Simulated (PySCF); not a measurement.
**C₆H₁₀FO (SMILES C[C](CF)CC(C)=O) (doublet): density, localisation and related maps**

Input file:

```
{"job": {"kind": "epr", "basis": "pcH-1"}, "charge": 0, "multiplicity": 2}
C     -1.506733     1.137058     0.830301
C     -0.945566    -0.094818     0.230462
C     -1.312047    -0.485965    -1.146295
F     -0.707947     0.333089    -2.118196
C      0.180188    -0.761825     0.922588
C      1.361036     0.156883     0.570941
C      2.177745    -0.282400    -0.609381
O      1.540392     1.190192     1.167002
H     -0.691915     1.791913     1.157844
H     -2.095204     0.907243     1.723280
H     -2.134773     1.674622     0.125038
H     -0.991651    -1.503240    -1.392621
H     -2.387756    -0.373980    -1.323737
H      0.350784    -1.776555     0.568277
H      0.039487    -0.746167     2.004319
H      2.502944    -1.313523    -0.490653
H      3.041716     0.367557    -0.721475
H      1.570539    -0.213768    -1.509350
```

Command:

```sh
OMP_NUM_THREADS=1 python probes_run.py task.json out
```

Geometry: GFN2-xTB.

The calculation used UKS B3LYP, pcH-1 on C F H O, non-relativistic, mean-field spin-orbit, GIAO (PySCF).

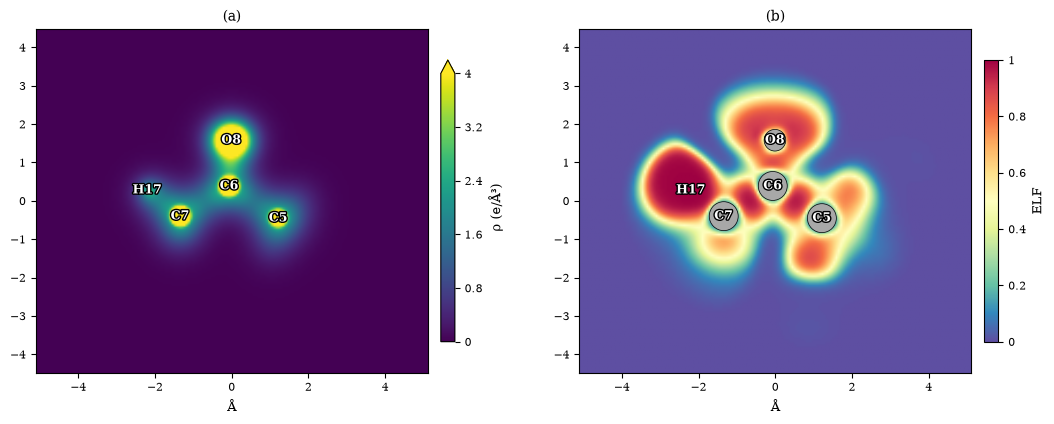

Figure 1. (a) electron density; (b) ELF on the plane of atoms C6, C7 and H17. Grey discs cover the atomic cores in the ELF map.

Read the bonding off the picture.

Answer.
- The plane passes through C, O and H nuclei.
- C–O (1.21 Å): ρ at the midpoint is about 3.3 e/Å³; the ELF peaks at about 0.85 between the atoms (a short, multiple covalent bond).
- C–C (1.50 Å): ρ is about 1.8 e/Å³ halfway; the ELF peaks at about 0.95 between the atoms (a shared electron pair).
- C–H (1.09 Å): ρ is about 2 e/Å³ halfway; the ELF climbs to about 1 towards the hydrogen, as it does in any bond to H; a covalent bond by its length.
- C–C (1.54 Å): ρ is about 1.6 e/Å³ halfway; the ELF peaks at about 0.95 between the atoms, as expected for localised, covalent bonding.
- The ELF also peaks beside O8, away from the bonds: non-bonding electrons, paired or unpaired.

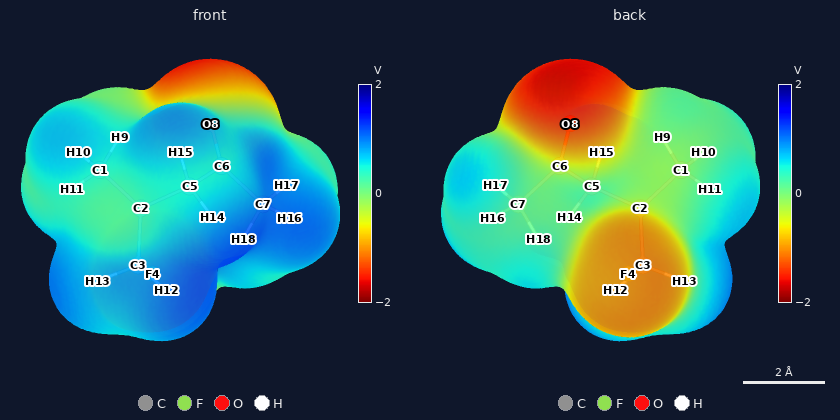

Figure 2. The electrostatic potential painted on the density surface at 0.002 e/bohr³, seen from the front and from behind; the colour scale runs from red (negative) to blue (positive).

Describe the electrostatic potential map.

Answer. The most negative region (about −1.7 V) lies over O8, the most positive (about +1.2 V) over H12 and H14. O8 is the likeliest acceptor of a hydrogen bond.

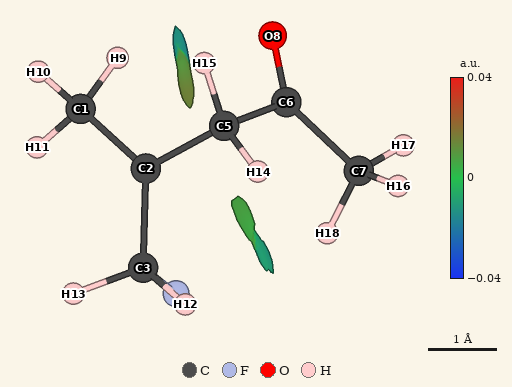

Figure 3. Non-covalent interaction (NCI) plot: the surface where the reduced density gradient is 0.5, for densities under 0.05 a.u., coloured by sign(λ₂)ρ; seen across its widest extent.

Which non-covalent interactions does the plot reveal?

Answer. Between H18 on one side and F4 on the other: a weakly attractive contact (blue-green); between H9 and C1 on one side and O8 on the other: a weak contact, attractive (blue-green) on one side and crowded (olive to red) on the other; between H18 and C7 on one side and F4 and C3 on the other: a weak contact (green).
